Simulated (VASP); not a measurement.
Band structure of CsCdCl3 (space group Pm-3m). Calculation: LDA (Ceperley-Alder, Perdew-Zunger), VASP's LDA PAW potentials (set 64) (plane waves; VASP).

Unless said otherwise, spin-orbit coupling is left out, though it shifts the bands of the heavy elements here.

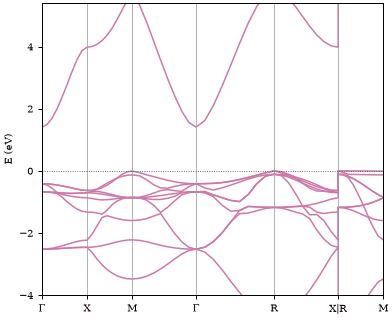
*Bands along high-symmetry lines, zero at the valence-band maximum or, without a gap, the Fermi level*

### Question
Read the plot: is there a gap, and where are the band edges?

### Answer
The gap is indirect, 1.41 eV, from the valence maximum at R to the conduction minimum at Γ.

The structure comes from a computed database's CsCdCl3 entry (Pm-3m); how it stands against other phases isn't given here. The cell was not relaxed at this level.
